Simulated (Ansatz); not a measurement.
```sh
ansatz run in.yaml --threads 2 --pin off --events-out ev --progress --plain --max-ram 4352MiB
```

```yaml
crystal:
  periodic: [false, false, false]
  atoms:
    - {symbol: Si, position_ang: [0.781153, 0.310564, -1.102379]}
    - {symbol: C, position_ang: [-0.570014, 0.157335, 0.242245]}
    - {symbol: S, position_ang: [-1.750229, 0.196620, 1.163269]}
    - {symbol: H, position_ang: [1.571101, -0.694155, -0.286287]}
basis:
  gaussian: {orbitals: def2-TZVPP}
total_charge: 1
hamiltonian: {xc: r2scan, dispersion: d4}
```

Describe the molecule in this file.

It has 4 atoms: 1 carbon, 1 hydrogen, 1 sulfur and 1 silicon (CHSSi⁺). All atoms lie on one plane. Coordination, clear cases only: 1 Si bent.

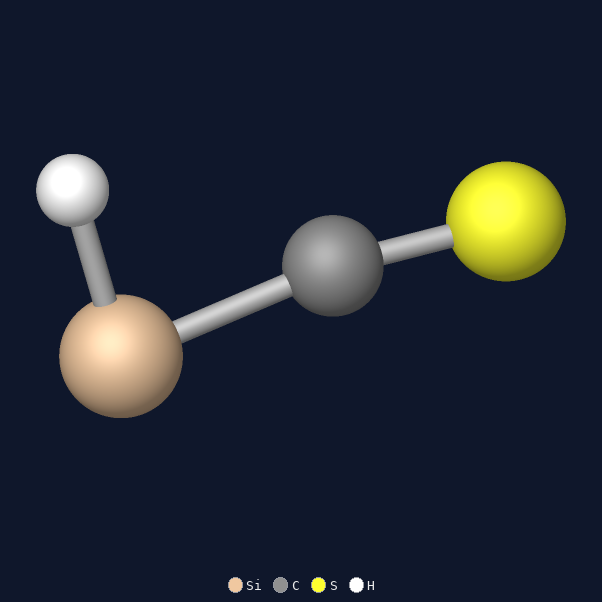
